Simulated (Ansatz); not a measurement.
C4H9 (SMILES C[CH]CC) (doublet)

```xyz
13

C    -0.7165    1.8548    0.1502
C    -0.2585    0.4950    0.5154
C     0.1522   -0.4790   -0.5244
C     0.7940   -1.7386    0.0346
H    -0.7955    2.5096    1.0201
H    -1.7073    1.8390   -0.3318
H    -0.0380    2.3264   -0.5704
H    -0.4223    0.1344    1.5264
H    -0.7218   -0.7600   -1.1380
H     0.8379    0.0096   -1.2311
H     1.0694   -2.4341   -0.7610
H     1.6975   -1.4983    0.6004
H     0.1090   -2.2587    0.7096
```

Geometry: PBE0-D4/def2-TZVP.

All numbers below come from UKS PBE0-D4/def2-TZVPP (Ansatz 0.2.0).

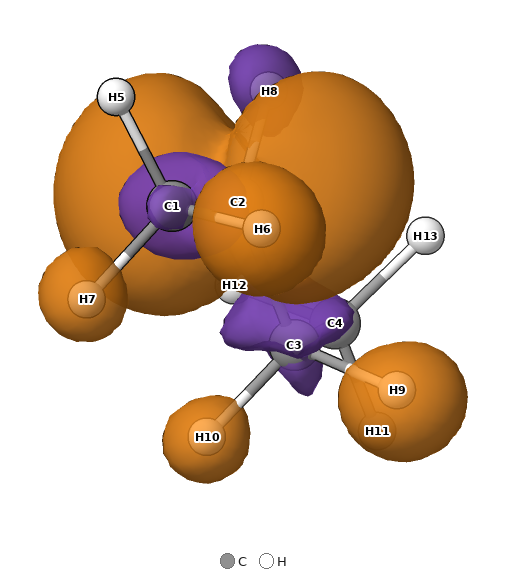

Figure 1. Isosurfaces of the spin density (α minus β) at +0.02 (orange) and −0.02 e/Å³ (purple), seen at an oblique angle.

Which atoms carry the spin?

The unpaired spin (1 electron) lies mostly on C2 (about 0.7), in electrons by Hirshfeld's partition.

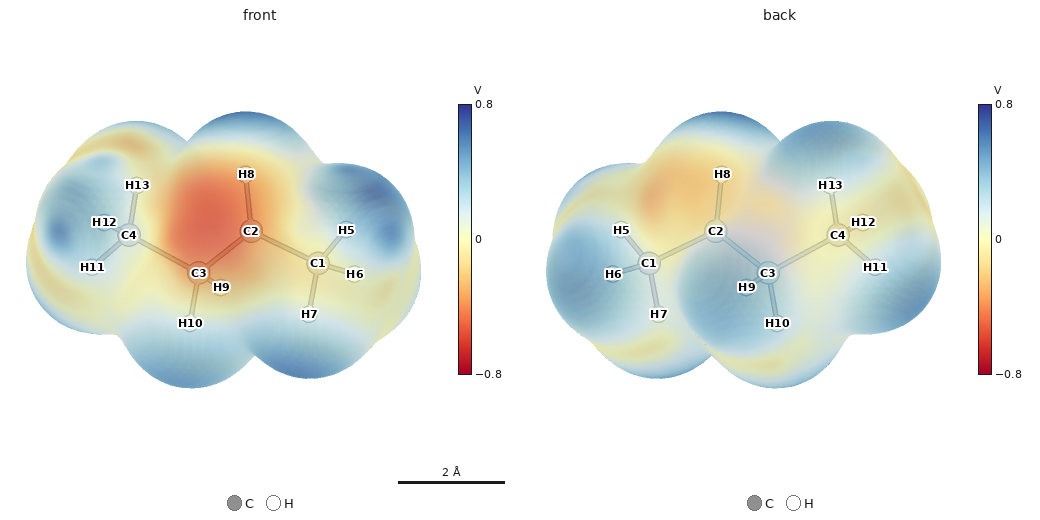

Figure 2. The molecular electrostatic potential painted on the density surface at 0.002 e/bohr³, seen from the front and from behind; the colour scale runs from red (negative) to blue (positive).

Describe the electrostatic potential map.

The most negative region (about −0.5 V, or −12 kcal/mol for a unit charge) lies over the π face of C2, the most positive (about +0.6 V, or +14 kcal/mol for a unit charge) over H5, H7, H8 and H12.

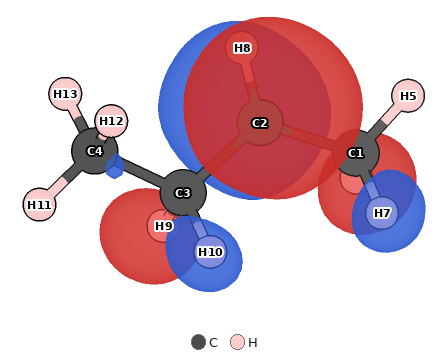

Figure 3. One frontier orbital at ±0.1 Å⁻³ᐟ² (red and blue are the two phases), seen at a tilt.

Which orbital is it: HOMO (β) or LUMO (β)?

The LUMO (β), at −0.80 eV. By Hirshfeld shares it lies mainly on C2 (about 55 %), C1 (about 10 %), C3 (about 10 %) and H8 (about 5 %).

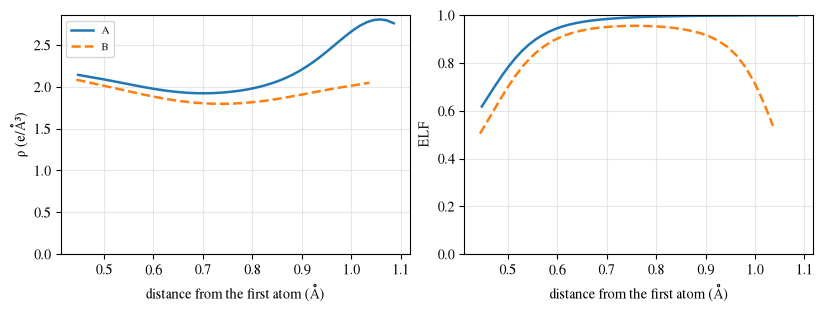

Figure 4. Electron density and electron localisation function along straight lines between neighbouring atoms. The curves leave out the atomic cores.

Which curve belongs to which contact (C–C and C–H)? The first atom named is at distance zero.

Curve A: C–H (1.09 Å): ρ at the midpoint is about 2 e/Å³; the ELF climbs to about 1 towards the hydrogen, as it does in any bond to H: a covalent bond by its length. Curve B: C–C (1.48 Å): the density is about 1.8 e/Å³ at the midpoint; the ELF peaks at about 0.95 between the atoms; a covalent bond.
